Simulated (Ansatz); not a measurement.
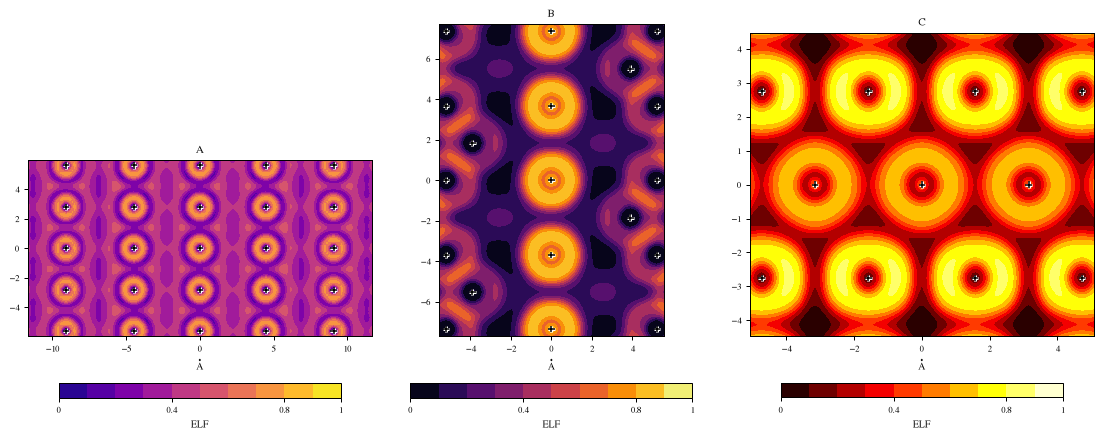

The ELF of 3 systems, each on a plane through atoms (crosses mark nuclei in the plane).

Method: DFT PBE, scalar-relativistic, plane waves, PAW (Ansatz 0.2.0).

System 1: Ta3W2, the (110) plane of the conventional cell. Space group Fmmm; a structure generated by program, which may or may not match a known phase; changed on purpose from its base cell (volume × 0.97, shape and atoms relaxed); computed pressure about 7 GPa in this cell; computed without spin polarisation.

```
Ta W
1.0
     3.21899    0.00000    0.00000
     0.00000    4.60049    0.00000
     0.00000    0.00000   22.62451
Ta W
12 8
Direct
  0.00000 0.00000 0.00000
  0.50000 0.50000 0.00000
  0.50000 0.00000 0.50000
  0.00000 0.50000 0.50000
  0.00000 0.00000 0.19788
  0.50000 0.50000 0.19788
  0.50000 0.00000 0.69788
  0.00000 0.50000 0.69788
  0.50000 0.00000 0.30212
  0.00000 0.50000 0.30212
  0.00000 0.00000 0.80212
  0.50000 0.50000 0.80212
  0.50000 0.00000 0.09909
  0.00000 0.50000 0.09909
  0.00000 0.00000 0.59909
  0.50000 0.50000 0.59909
  0.00000 0.00000 0.40091
  0.50000 0.50000 0.40091
  0.50000 0.00000 0.90091
  0.00000 0.50000 0.90091
```

System 2: Si2Ge3, the (110) plane of the conventional cell. Space group Fd-3m; a structure generated by program, which may or may not match a known phase.

System 3: AsSe2, the (110) plane of the conventional cell. Space group P6/mmm; a structure generated by program, which may or may not match a known phase; computed without spin polarisation.

**Match each panel to its system.**

Panel A is system 1, Ta3W2: the plane holds Ta and W. Ta–Ta (2.81 Å): the ELF is about 0.30 at the midpoint (no localised pair shows between them). Panel B is system 2, Si2Ge3: the plane holds Si and Ge. Ge–Ge (2.25 Å): the ELF peaks at about 0.65 between the atoms. Panel C is system 3, AsSe2: the plane holds As and Se. As–As (3.15 Å): the ELF is about 0.30 at the midpoint.
